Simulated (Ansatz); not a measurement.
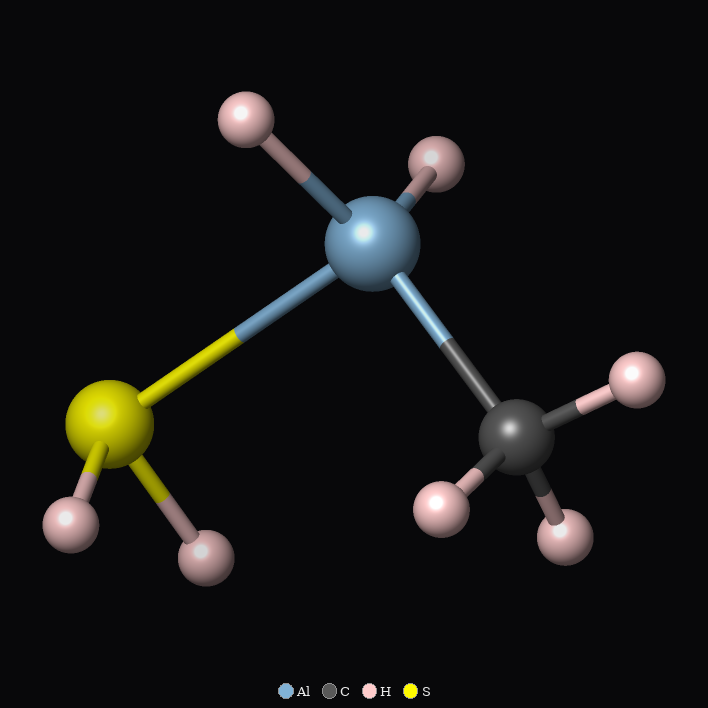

Every bond is drawn as one stick, whatever its order.

The computed structure is the end point of a PBE0-D4/def2-TZVP optimisation.

**Count the atoms of each element.**

CH₇AlS, 10 atoms: 1 carbon, 7 hydrogen, 1 aluminium and 1 sulfur.

**How many bonds of each kind are drawn?**

3 C–H, 2 Al–H, 2 S–H, 1 C–Al, 1 Al–S. Sticks follow a distance rule.

**Give the symmetry (Schoenflies symbol).**

Cs.

**How many sets of symmetry-equivalent atoms are there?**

7: 1 Al, 1 C, 2 H, 2 H, 1 S, 1 H, 2 H.

The parts below concern this one geometry. Atoms keep their numbers from picture to picture.

Geometry

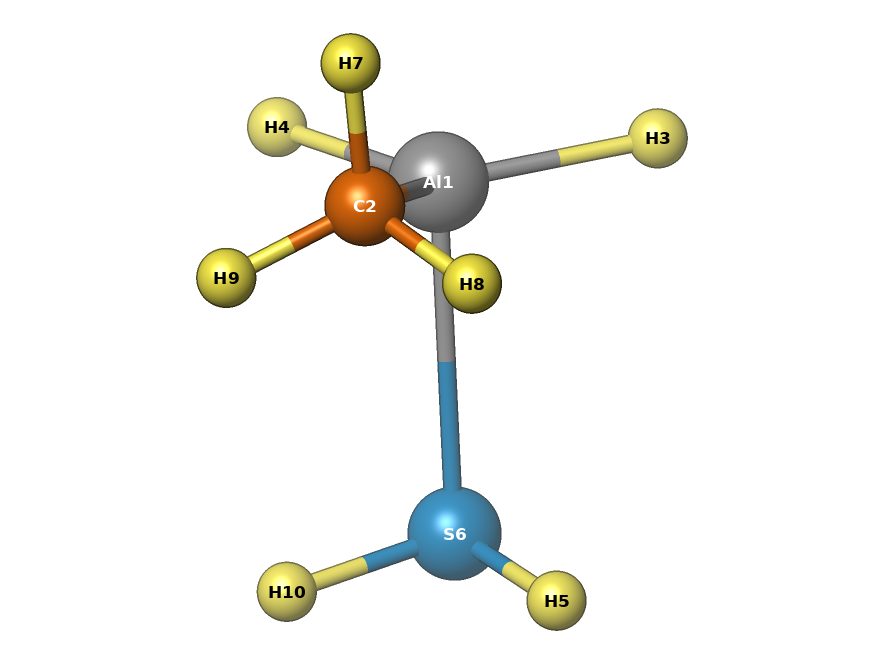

Al1 lies behind C2. The molecule seen a little off the C2–Al1 bond, C2 in front. Atoms fade into the background with distance from the viewer.

**What is the torsion angle H7–C2–Al1–S6? The sign is positive where the front bond must turn clockwise to cover the back bond.**

180°, antiperiplanar (anti). The bonds about C2–Al1 are staggered.

Vibrations

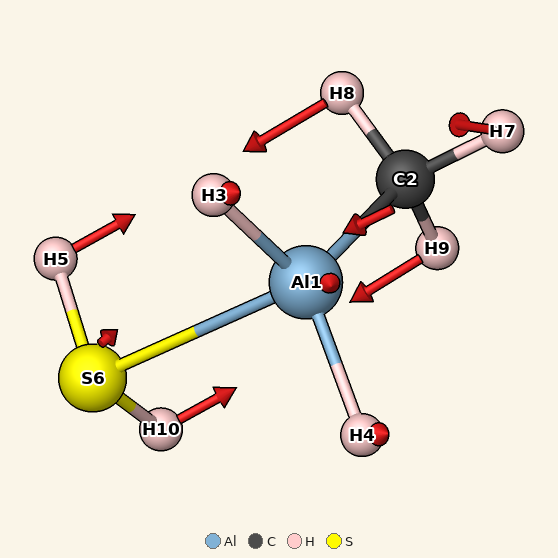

The arrows show one normal mode. Harmonic vibrations computed with RKS PBE0-D4/def2-TZVP (Ansatz 0.2.0) at a stationary point of the same level.

**Estimate its harmonic wavenumber.**

117 cm⁻¹; it is mode 2 of 24 counted from the lowest.

Electronic properties

Level of theory: RKS PBE0-D4/def2-SVP (Ansatz 0.2.0).

**What is the dispersion correction?**

−15.2 kJ/mol.

**Estimate the dipole moment.**

1.80 D.

Charges

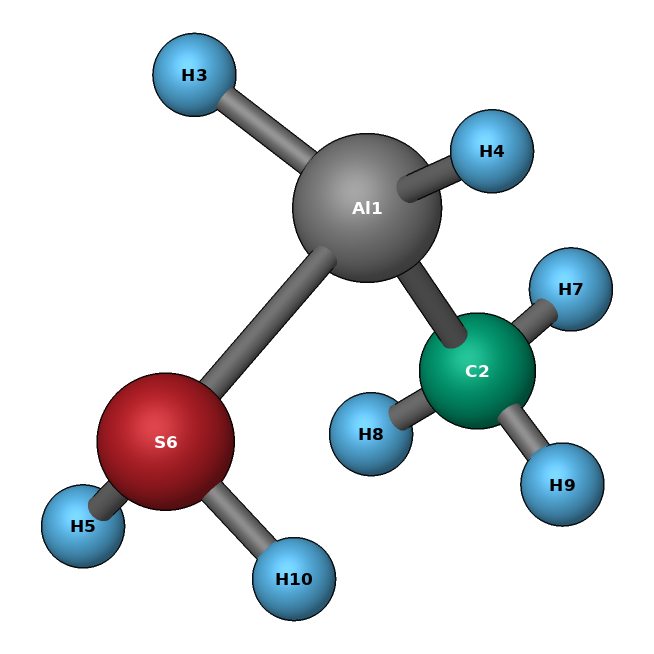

The questions are on Mulliken charges. Level of theory: RKS PBE0-D4/def2-TZVP (Ansatz 0.2.0).

List the Mulliken charges.

```csv
atom,value (e)
Al1,0.28
C2,−0.63
H3,−0.14
H4,−0.13
H5,0.20
S6,−0.18
H7,0.14
H8,0.12
H9,0.12
H10,0.20
```

Thermal motion

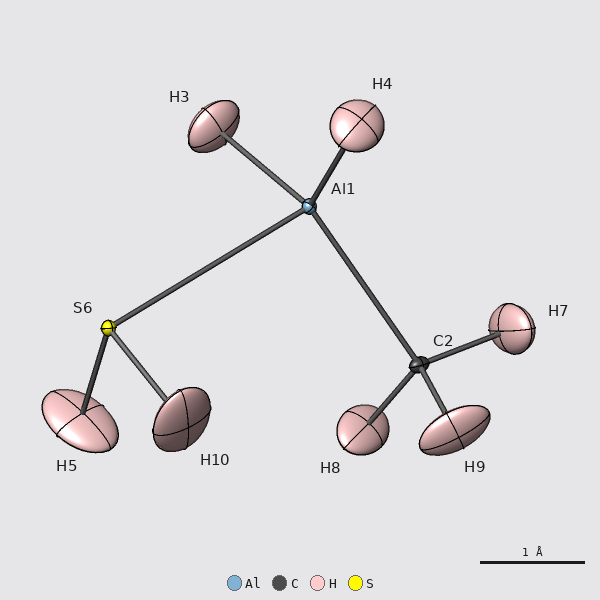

Displacement ellipsoids at the 50 % level, from the internal vibrations of the free molecule (harmonic, no overall translation or rotation; no half-axis is drawn under 0.075 Å). Vibrations computed with RKS PBE0-D4/def2-TZVP (Ansatz 0.2.0). Temperature: 0 K (zero-point motion alone).

**Which atom moves most?**

H5, H10, with U_eq = 0.0420 Å².

**Does H10 move more along its bond or across it?**

Across it: the root-mean-square amplitude is 0.079 Å along the bond and up to 0.276 Å across, since bending and torsion are softer than stretching.

List U_eq and the three principal root-mean-square amplitudes for each kind of atom.

| atom | U_eq (Å²) | rms amplitudes (Å) |
| --- | --- | --- |
| Al1 | 0.0010 | 0.020, 0.028, 0.043 |
| C2 | 0.0023 | 0.027, 0.036, 0.071 |
| H3, H4 | 0.0249 | 0.095, 0.165, 0.196 |
| H5, H10 | 0.0420 | 0.079, 0.208, 0.276 |
| S6 | 0.00074 | 0.015, 0.022, 0.039 |
| H7 | 0.0308 | 0.097, 0.160, 0.240 |
| H8, H9 | 0.0297 | 0.078, 0.155, 0.243 |

Mulliken values depend strongly on the basis set and can even reverse the polarity of a bond.
